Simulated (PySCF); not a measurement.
# RuO₂F: doublet, from a trigonal planar start

The task is one start of a wider search on RuO₂F: the doublet, from a trigonal planar start. It is relaxed, tested by its Hessian and followed downhill if it is a saddle.

Method: PBE0, basis Ru def2-TZVP with ECP28, O def2-TZVP, F def2-TZVP, scalar-relativistic core potentials, no spin–orbit coupling, density fitting; program: PySCF 2.14.0.

**1. The system as given**

4 atoms, charge 0, spin multiplicity 2.

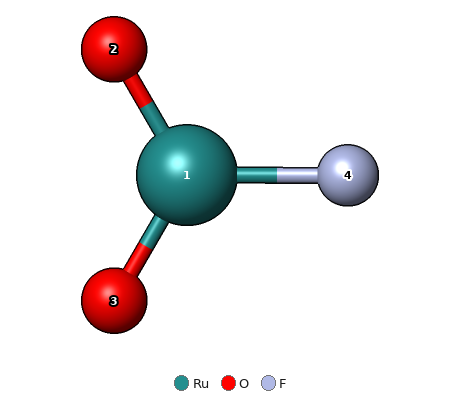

The starting geometry (ruthenium teal, oxygen red, fluorine light blue); atoms are numbered from 1 in the order of the file.

Coordinates in bohr (charge 0 multiplicity 2):
```
Ru    0.0000    0.0000    0.0000
O    -1.6157    2.7985    0.0000
O    -1.6157   -2.7985    0.0000
F     3.5716    0.0000    0.0000
```

**2. First SCF at the start**

One driver script runs all steps and calls PySCF; scf.py shows how it sets up the SCF of each step. The optimiser is the driver's own. After this first run the driver tries any further starts and a stability analysis.

scf.py

```python
from pyscf import gto, scf, dft
mol = gto.M(atom='''
Ru     0.000000     0.000000     0.000000
O     -0.855000     1.480900     0.000000
O     -0.855000    -1.480900     0.000000
F      1.890000     0.000000     0.000000''',
    basis={'Ru': 'def2-TZVP', 'O': 'def2-TZVP', 'F': 'def2-TZVP'},
    ecp={'Ru': 'def2-TZVP'},
    charge=0, spin=1)
mf = dft.UKS(mol, xc='PBE0')
mf.grids.atom_grid = (50, 194)
aux = {'Ru': 'def2-universal-JKFIT', 'O': 'def2-universal-JKFIT', 'F': 'def2-universal-JKFIT'}
mf = mf.density_fit(auxbasis=aux)
mf.conv_tol = 1e-08
mf.diis_space = 10
mf.max_cycle = 60
mf.init_guess = 'minao'
mf.verbose = 4
mf.kernel()
```

Launch:

```
$ OMP_NUM_THREADS=4 python axn.py task.json out
```

The runs that follow: Relaxation: trigonal planar start, doublet; Is it a minimum? Harmonic modes.

What does the calculation give? Wanted: minimum; geometry; wavenumbers; dipole moment; highest occupied, lowest empty level; polar-tensor charge of Ru1; zero-point energy; atomisation energy; ⟨S²⟩.

**Answer**, as computed:

| quantity | value |
| --- | --- |
| minimum | doublet, C2v |
| geometry | Ru–F 1.839 Å, Ru–O 1.644 Å (×2); F–Ru–O 117.2° (×2), O–Ru–O 125.5° |
| wavenumbers (cm⁻¹) | 140 (b1), 175 (b2), 312 (a1), 674 (a1), 988 (b2), 1067 (a1) |
| dipole moment | 0.40 D |
| highest occupied, lowest empty level (either spin) | -8.53, -4.87 eV |
| polar-tensor charge of Ru1 | +1.85 e |
| zero-point energy | 20.1 kJ/mol |
| entropy at 298.15 K | 306.3 J/(mol K) |
| atomisation energy (no zero-point energy) | 1332 kJ/mol |
| ⟨S²⟩ | 0.754 |

The trigonal planar start keeps its C2v symmetry and ends in a minimum. In the infrared the band at 988 cm⁻¹ (b2, stretch) leads. Most of the spin sits on Ru1 (Mulliken spin 0.75, against 1 for the whole molecule). The first SCF alone would have been 41 kJ/mol too high. Other starts or spin states, not run here, may lie lower. One determinant may miss the lowest occupation of an open d or f shell.
